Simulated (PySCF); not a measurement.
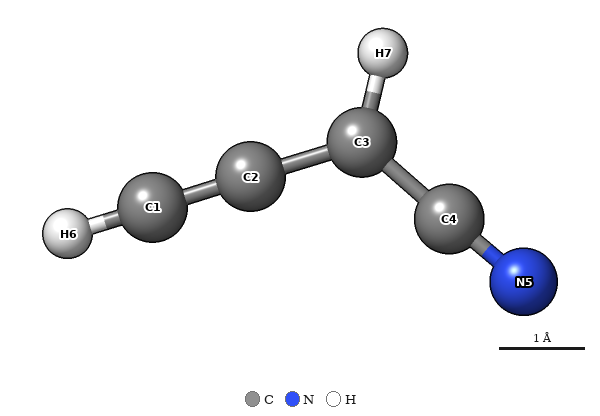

Figure 1. The structure as given in the input (ball-and-stick view, seen on its broad side; atoms are numbered from 1 in the order of the input). Bond lengths as drawn: C–C 1.21 to 1.38 Å, C–H 1.05 to 1.08 Å and C–N 1.16 Å.

# Geometry relaxation of C$_{4}$H$_{2}$N (part 1 of 2)

System: C$_{4}$H$_{2}$N (1-cyano propargyl radical), multiplicity 2, SMILES C#C[CH]C#N.
Method: HF/3-21G, UHF (PySCF 2.14.0).

The geometry comes from this level: GFN2-xTB symmetrised. Figures and captions count atoms from 1; the log counts them from 0 in places.

### The input (input.py)
```python
from pyscf import gto, scf, symm
from pyscf.hessian import thermo
from pyscf.geomopt.geometric_solver import kernel as optimise

mol = gto.Mole()
mol.atom = '''
C       -0.431980      -0.601375       2.203249
C        0.124960      -0.394545       1.145699
C        0.746460      -0.154915      -0.053821
C        0.061640       0.349475      -1.139601
N       -0.494090       0.769355      -2.061171
H       -0.907390      -0.783605       3.120589
H        1.802560      -0.358535      -0.163231
'''
mol.max_memory = 1860
mol.spin = 1
mol.basis = '3-21g'
mol.charge = 0
mol.verbose = 3
mol.build()

mf = scf.UHF(mol)
mf.conv_tol = 1e-10
converged, mol_eq = optimise(mf, maxsteps=80)
print('converged:', converged)
print(mol_eq.tostring())

mf.reset(mol_eq)
mol = mol_eq
mf.kernel()
etot = mf.e_tot
print('E = %.10f Eh' % etot)
hess = mf.Hessian().kernel()
modes = thermo.harmonic_analysis(mol, hess)
thermo.dump_normal_mode(mol, modes)
symm.geom.TOLERANCE = 1e-3  # for the symmetry number
th = thermo.thermo(mf, modes['freq_au'], 298.15, 101325)
thermo.dump_thermo(mol, th)
```

Hardware: 1 thread of Intel Xeon (Sapphire Rapids), 16 GiB of memory available, shared host.

Launch command:
```bash
OMP_NUM_THREADS=1 python input.py
```

### The program's output
```
#|     Arguments passed to driver run_optimizer():      |#
customengine              <pyscf.geomopt.geometric_solver.PySCFEngine object>
maxiter                   80
----------------------------------------------------------
Custom engine selected.
Bonds will be generated from interatomic distances less than 1.20 times sum of covalent radii
21 internal coordinates being used (instead of 21 Cartesians)
Internal coordinate system (atoms numbered from 1):
Distance 1-2
Distance 1-6
Distance 2-3
Distance 3-4
Distance 3-7
Distance 4-5
Angle 2-3-7
Angle 4-3-7
LinearAngleX 2-1-6
LinearAngleY 2-1-6
LinearAngleX 1-2-3
LinearAngleY 1-2-3
LinearAngleX 3-4-5
LinearAngleY 3-4-5
Out-of-Plane 3-2-4-7
Translation-X 1-7
Translation-Y 1-7
Translation-Z 1-7
Rotation-A 1-7
Rotation-B 1-7
Rotation-C 1-7
<class 'geometric.internal.Distance'> : 6
<class 'geometric.internal.Angle'> : 2
<class 'geometric.internal.LinearAngle'> : 6
<class 'geometric.internal.OutOfPlane'> : 1
<class 'geometric.internal.TranslationX'> : 1
<class 'geometric.internal.TranslationY'> : 1
<class 'geometric.internal.TranslationZ'> : 1
<class 'geometric.internal.RotationA'> : 1
<class 'geometric.internal.RotationB'> : 1
<class 'geometric.internal.RotationC'> : 1
> ===== Optimization Info: ====
> Job type: Energy minimization
> Maximum number of optimization cycles: 80
> Initial / maximum trust radius (Angstrom): 0.100 / 0.300
> Convergence Criteria:
> Will converge when all 5 criteria are reached:
>  |Delta-E| < 1.00e-06
>  RMS-Grad  < 3.00e-04
>  Max-Grad  < 4.50e-04
>  RMS-Disp  < 1.20e-03
>  Max-Disp  < 1.80e-03
> === End Optimization Info ===

Geometry optimization cycle 1
Cartesian coordinates (Angstrom)
 Atom        New coordinates             dX        dY        dZ
   C  -0.431980  -0.601375   2.203249    0.000000  0.000000  0.000000
   C   0.124960  -0.394545   1.145699    0.000000  0.000000  0.000000
   C   0.746460  -0.154915  -0.053821    0.000000  0.000000  0.000000
   C   0.061640   0.349475  -1.139601    0.000000  0.000000  0.000000
   N  -0.494090   0.769355  -2.061171    0.000000  0.000000  0.000000
   H  -0.907390  -0.783605   3.120589    0.000000  0.000000  0.000000
   H   1.802560  -0.358535  -0.163231   -0.000000  0.000000  0.000000

WARN: Mole.unit (angstrom) is changed to Bohr

WARN: HOMO -0.142195789652782 >= LUMO -0.142195789652782

converged SCF energy = -205.836890753  <S^2> = 1.1613263  2S+1 = 2.3759851
--------------- UHF_Scanner gradients ---------------
         x                y                z
0 C    -0.0003301704     0.0009711887    -0.0024711062
1 C     0.0039393676     0.0011326078    -0.0066642508
2 C    -0.0146644115     0.0031237366    -0.0002074459
3 C    -0.0024970072     0.0001432511     0.0022420384
4 N     0.0070956388    -0.0048473254     0.0097641265
5 H     0.0015497906     0.0003635653    -0.0023018527
6 H     0.0049067921    -0.0008870242    -0.0003615092
----------------------------------------------
cycle 1: E = -205.836890753  dE = -205.837  norm(grad) = 0.0225058
Step    0 : Gradient = 8.506e-03/1.499e-02 (rms/max) Energy = -205.8368907530
Hessian Eigenvalues: 4.50000e-02 5.00000e-02 5.00000e-02 ... 5.05839e-01 9.85524e-01 1.31005e+00

Geometry optimization cycle 2
Cartesian coordinates (Angstrom)
 Atom        New coordinates             dX        dY        dZ
   C  -0.424124  -0.613156   2.234659    0.007856 -0.011781  0.031410
   C   0.109877  -0.394201   1.164739   -0.015083  0.000344  0.019040
   C   0.720118  -0.143852  -0.053576   -0.026342  0.011063  0.000245
   C   0.071614   0.360326  -1.179475    0.009974  0.010851 -0.039874
   N  -0.458852   0.778862  -2.122866    0.035238  0.009507 -0.061695
   H  -0.884039  -0.804575   3.162182    0.023351 -0.020970  0.041593
   H   1.767567  -0.357549  -0.153950   -0.034993  0.000986  0.009281
converged SCF energy = -205.837119926932  <S^2> = 1.1861072  2S+1 = 2.3967538
--------------- UHF_Scanner gradients ---------------
         x                y                z
0 C    -0.0010986657     0.0003357430    -0.0001047598
1 C     0.0050552173    -0.0024583010     0.0033850283
2 C    -0.0056673197     0.0016799941     0.0003937573
3 C     0.0020794191     0.0011676856    -0.0053298160
4 N     0.0008039242    -0.0006758773     0.0013595791
5 H    -0.0000942731    -0.0000864626     0.0002914181
6 H    -0.0010783021     0.0000372181     0.0000047928
----------------------------------------------
cycle 2: E = -205.837119927  dE = -0.000229174  norm(grad) = 0.0108533
Step    1 : Displace = 4.402e-02/7.168e-02 (rms/max) Trust = 1.000e-01 (=) Grad = 4.102e-03/6.562e-03 (rms/max) E (change) = -205.8371199269 (-2.292e-04) Quality = 0.383
Hessian Eigenvalues: 4.50690e-02 5.00000e-02 5.00000e-02 ... 5.95000e-01 9.83864e-01 1.24870e+00

Geometry optimization cycle 3
Cartesian coordinates (Angstrom)
 Atom        New coordinates             dX        dY        dZ
   C  -0.434976  -0.604064   2.213914   -0.010852  0.009092 -0.020745
   C   0.119048  -0.392610   1.151556    0.009172  0.001590 -0.013184
   C   0.765417  -0.155200  -0.056264    0.045299 -0.011348 -0.002688
   C   0.066238   0.353337  -1.156074   -0.005376 -0.006988  0.023401
   N  -0.509940   0.776041  -2.073941   -0.051089 -0.002822  0.048925
   H  -0.914596  -0.788135   3.134534   -0.030557  0.016440 -0.027648
   H   1.810969  -0.363514  -0.162011    0.043402 -0.005964 -0.008061
converged SCF energy = -205.837290475792  <S^2> = 1.1916182  2S+1 = 2.4013481
--------------- UHF_Scanner gradients ---------------
         x                y                z
0 C    -0.0013333826     0.0000026290     0.0010661931
1 C    -0.0015155094     0.0003102475    -0.0002292163
2 C     0.0084921759    -0.0015870436    -0.0003368204
3 C    -0.0019680848    -0.0002474467     0.0020140457
4 N    -0.0020507977     0.0017130820    -0.0039529065
5 H    -0.0004526700    -0.0003646359     0.0014240869
6 H    -0.0011717314     0.0001731677     0.0000146176
----------------------------------------------
cycle 3: E = -205.837290476  dE = -0.000170549  norm(grad) = 0.0107068
Step    2 : Displace = 4.254e-02/7.074e-02 (rms/max) Trust = 1.000e-01 (=) Grad = 4.047e-03/8.646e-03 (rms/max) E (change) = -205.8372904758 (-1.705e-04) Quality = 0.421
Hessian Eigenvalues: 4.49791e-02 5.00000e-02 5.00000e-02 ... 5.50412e-01 9.86402e-01 1.27021e+00

Geometry optimization cycle 4
Cartesian coordinates (Angstrom)
 Atom        New coordinates             dX        dY        dZ
   C  -0.430062  -0.606532   2.218070    0.004913 -0.002468  0.004156
   C   0.113666  -0.393877   1.152475   -0.005382 -0.001267  0.000919
   C   0.746806  -0.155520  -0.056165   -0.018611 -0.000320  0.000099
   C   0.068455   0.353621  -1.161227    0.002217  0.000284 -0.005153
   N  -0.491826   0.777588  -2.085463    0.018114  0.001547 -0.011522
   H  -0.901639  -0.791003   3.140416    0.012957 -0.002868  0.005882
   H   1.796760  -0.358422  -0.156393   -0.014209  0.005092  0.005618
converged SCF energy = -205.837412835072  <S^2> = 1.1826921  2S+1 = 2.3939024
--------------- UHF_Scanner gradients ---------------
         x                y                z
0 C    -0.0005932676     0.0002575218    -0.0001856501
1 C     0.0007358265    -0.0001708751     0.0001770205
2 C    -0.0005302000    -0.0002627055    -0.0001338835
3 C    -0.0003659035     0.0001852485     0.0001313788
4 N     0.0003122290    -0.0001197085     0.0001479101
5 H     0.0002216495    -0.0000250788    -0.0001137270
6 H     0.0002196661     0.0001355975    -0.0000230488
----------------------------------------------
cycle 4: E = -205.837412835  dE = -0.000122359  norm(grad) = 0.00136814
Step    3 : Displace = 1.409e-02/2.150e-02 (rms/max) Trust = 1.000e-01 (=) Grad = 5.171e-04/7.759e-04 (rms/max) E (change) = -205.8374128351 (-1.224e-04) Quality = 0.969
Hessian Eigenvalues: 4.61325e-02 5.00000e-02 5.00000e-02 ... 5.39072e-01 9.88383e-01 1.27741e+00

Geometry optimization cycle 5
Cartesian coordinates (Angstrom)
 Atom        New coordinates             dX        dY        dZ
   C  -0.429148  -0.607110   2.218992    0.000914 -0.000579  0.000922
   C   0.112276  -0.390022   1.153092   -0.001390  0.003855  0.000617
   C   0.747125  -0.148668  -0.054270    0.000319  0.006852  0.001895
   C   0.069768   0.355214  -1.162416    0.001313  0.001593 -0.001189
   N  -0.491443   0.774903  -2.088163    0.000383 -0.002685 -0.002700
   H  -0.900642  -0.794643   3.140983    0.000997 -0.003640  0.000567
   H   1.794223  -0.363818  -0.156504   -0.002537 -0.005396 -0.000111
converged SCF energy = -205.837415134467  <S^2> = 1.1831164  2S+1 = 2.3942568
--------------- UHF_Scanner gradients ---------------
         x                y                z
0 C    -0.0003794527     0.0001586052    -0.0002213467
1 C     0.0005148738    -0.0003745812     0.0001864054
2 C    -0.0001851394     0.0006709210     0.0001434229
3 C    -0.0001429854    -0.0001115801    -0.0000636675
4 N     0.0001359846    -0.0000774232     0.0000553160
5 H     0.0001057152    -0.0000376078     0.0000104096
6 H    -0.0000489960    -0.0002283339    -0.0001105396
----------------------------------------------
cycle 5: E = -205.837415134  dE = -2.29939e-06  norm(grad) = 0.00114334
Step    4 : Displace = 4.477e-03/7.117e-03 (rms/max) Trust = 1.414e-01 (+) Grad = 4.321e-04/7.106e-04 (rms/max) E (change) = -205.8374151345 (-2.299e-06) Quality = 0.405
Hessian Eigenvalues: 5.00000e-02 5.00000e-02 5.00000e-02 ... 5.44995e-01 9.86981e-01 1.27225e+00

Geometry optimization cycle 6
Cartesian coordinates (Angstrom)
 Atom        New coordinates             dX        dY        dZ
   C  -0.428521  -0.607457   2.219566    0.000627 -0.000347  0.000574
   C   0.110152  -0.391007   1.152059   -0.002124 -0.000984 -0.001033
   C   0.746113  -0.151998  -0.055561   -0.001012 -0.003330 -0.001291
   C   0.070318   0.354601  -1.163747    0.000550 -0.000613 -0.001331
   N  -0.490988   0.776775  -2.088503    0.000455  0.001872 -0.000340
   H  -0.899401  -0.793680   3.142330    0.001240  0.000964  0.001347
   H   1.794487  -0.361379  -0.154430    0.000264  0.002439  0.002074
converged SCF energy = -205.837420091087  <S^2> = 1.1837765  2S+1 = 2.3948081
--------------- UHF_Scanner gradients ---------------
         x                y                z
0 C    -0.0002132080     0.0001068223    -0.0001365425
1 C     0.0002638290    -0.0001756054     0.0002432679
2 C     0.0001330347     0.0000736937    -0.0000367459
3 C     0.0000206596    -0.0000208534    -0.0000314407
4 N    -0.0000741306     0.0000624479    -0.0001459851
5 H     0.0000063628    -0.0000466711     0.0001206468
6 H    -0.0001365474     0.0000001661    -0.0000132005
----------------------------------------------
cycle 6: E = -205.837420091  dE = -4.95662e-06  norm(grad) = 0.000572507
Step    5 : Displace = 2.451e-03/3.716e-03 (rms/max) Trust = 1.414e-01 (=) Grad = 2.164e-04/3.995e-04 (rms/max) E (change) = -205.8374200911 (-4.957e-06) Quality = 1.225
Hessian Eigenvalues: 4.99999e-02 5.00000e-02 5.00000e-02 ... 5.46043e-01 9.89462e-01 1.28310e+00

Geometry optimization cycle 7
Cartesian coordinates (Angstrom)
 Atom        New coordinates             dX        dY        dZ
   C  -0.427891  -0.607700   2.219720    0.000630 -0.000243  0.000153
   C   0.108544  -0.390726   1.151230   -0.001608  0.000280 -0.000829
   C   0.745540  -0.152645  -0.055858   -0.000573 -0.000647 -0.000297
   C   0.070676   0.354446  -1.164157    0.000358 -0.000154 -0.000410
   N  -0.490684   0.777135  -2.088582    0.000304  0.000360 -0.000079
   H  -0.898432  -0.793600   3.142580    0.000969  0.000080  0.000250
   H   1.794407  -0.361055  -0.153219   -0.000079  0.000324  0.001211
converged SCF energy = -205.83742110169  <S^2> = 1.1835858  2S+1 = 2.3946489
--------------- UHF_Scanner gradients ---------------
         x                y                z
0 C    -0.0000724275     0.0000398366    -0.0000455647
1 C     0.0000655446    -0.0000336537     0.0000799275
2 C    -0.0000087445    -0.0000224843    -0.0000463938
3 C     0.0000527508    -0.0000137989     0.0000188518
4 N    -0.0000463652     0.0000251272    -0.0000290246
5 H     0.0000187917    -0.0000121832     0.0000140777
6 H    -0.0000095498     0.0000171564     0.0000081260
----------------------------------------------
cycle 7: E = -205.837421102  dE = -1.0106e-06  norm(grad) = 0.000177661
Step    6 : Displace = 1.055e-03/1.831e-03 (rms/max) Trust = 2.000e-01 (+) Grad = 6.715e-05/1.087e-04 (rms/max) E (change) = -205.8374211017 (-1.011e-06) Quality = 1.180
Hessian Eigenvalues: 4.99998e-02 5.00000e-02 5.00000e-02 ... 5.59149e-01 9.90708e-01 1.27609e+00

Geometry optimization cycle 8
Cartesian coordinates (Angstrom)
 Atom        New coordinates             dX        dY        dZ
   C  -0.427556  -0.607895   2.219981    0.000335 -0.000194  0.000261
   C   0.107884  -0.390422   1.151085   -0.000660  0.000304 -0.000145
   C   0.745183  -0.152378  -0.055806   -0.000358  0.000267  0.000052
   C   0.070779   0.354563  -1.164431    0.000103  0.000116 -0.000274
   N  -0.490199   0.777099  -2.089135    0.000486 -0.000035 -0.000553
   H  -0.897940  -0.793881   3.142899    0.000492 -0.000281  0.000320
   H   1.794010  -0.361231  -0.152881   -0.000398 -0.000176  0.000338
converged SCF energy = -205.837421215916  <S^2> = 1.183565  2S+1 = 2.3946315
--------------- UHF_Scanner gradients ---------------
         x                y                z
0 C    -0.0000123020     0.0000089428    -0.0000112388
1 C     0.0000101890    -0.0000051138     0.0000212968
2 C    -0.0000194035    -0.0000031174    -0.0000154518
3 C     0.0000471588    -0.0000093915    -0.0000063815
4 N    -0.0000283727     0.0000087634     0.0000014067
5 H     0.0000037183    -0.0000036984     0.0000041311
6 H    -0.0000009878     0.0000036148     0.0000062375
----------------------------------------------
cycle 8: E = -205.837421216  dE = -1.14226e-07  norm(grad) = 7.00021e-05
```

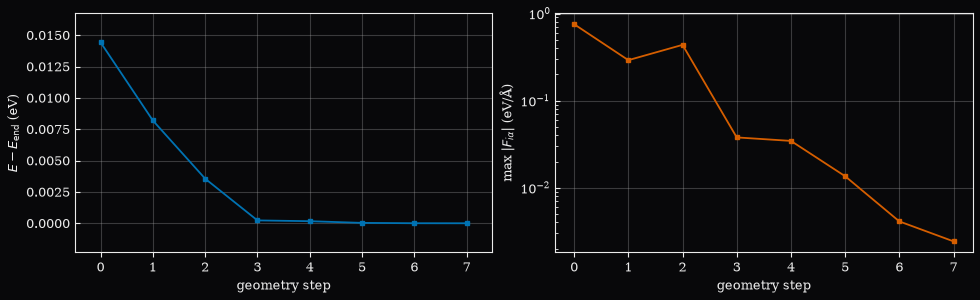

Figure 2. Progress of the relaxation, step by step (steps are counted from 0).
